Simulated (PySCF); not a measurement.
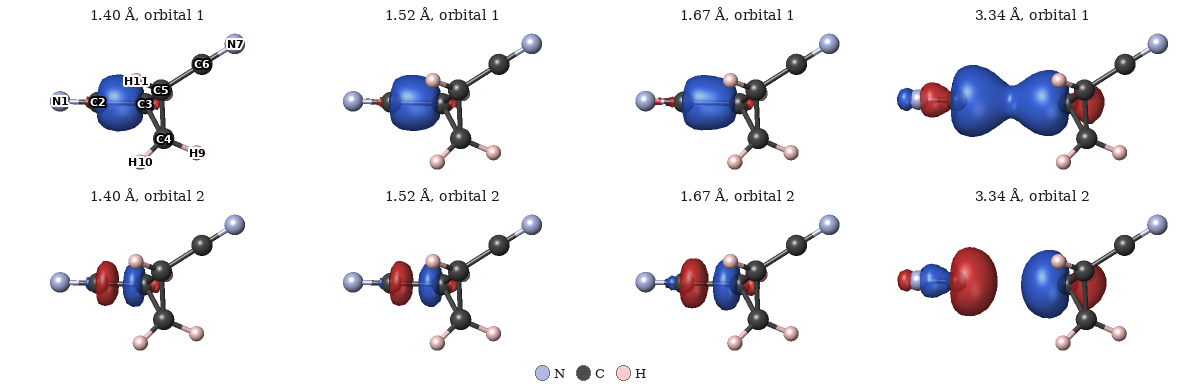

*C₅H₄N₂, SMILES `N#C[CH]1C[CH]1C#N`. Rigid stretch of the C2–C3 bond. The two CASSCF(2,2) natural orbitals nearest half filling (orbital 1 the more occupied).*

Level of theory: 6-31G* basis (PySCF), at a geometry from GFN2-xTB. No frequency check shows the geometry to be a minimum.

Geometry (Å), atoms numbered from 1:

```
N1      -2.8889    0.6550    0.1697
C2      -1.8434    0.3228   -0.1548
C3      -0.5402   -0.0962   -0.5373
C4      -0.0001   -1.3914    0.0001
C5       0.5403   -0.0964    0.5371
C6       1.8435    0.3227    0.1548
N7       2.8889    0.6550   -0.1696
H8      -0.2534    0.2067   -1.5381
H9       0.6318   -1.9760   -0.6526
H10     -0.6318   -1.9762    0.6519
H11      0.2534    0.2061    1.5381
```

### How do the occupations change along the stretch?

1.40 Å: 1.99 and 0.01; 1.52 Å: 1.98 and 0.02; 1.67 Å: 1.98 and 0.02; 3.34 Å: 1.33 and 0.67. At the longest distance computed (4.26 Å) they are 1.07 and 0.93, and the effective number of unpaired electrons is 2.0.

UHF's ⟨S²⟩ passes 1 along the scan (up to 1.32), so it also polarises electrons outside the stretched bond; its energy lowering isn't due to that bond alone.

### Where does the UHF solution part from RHF?

Between 2.05 Å (⟨S²⟩ = 0, the two coincide) and 2.36 Å (⟨S²⟩ = 0.77); at 4.26 Å ⟨S²⟩ is 1.32 and UHF lies 4.2 eV below RHF.

### How much energy does the stretch cost?

By CASSCF, 5.5 eV from the lowest point of the scan (1.52 Å) to 4.26 Å; RHF gives 8.9 eV from its own lowest point. The fragments aren't relaxed and dynamic correlation is missing, so this isn't a bond dissociation energy.
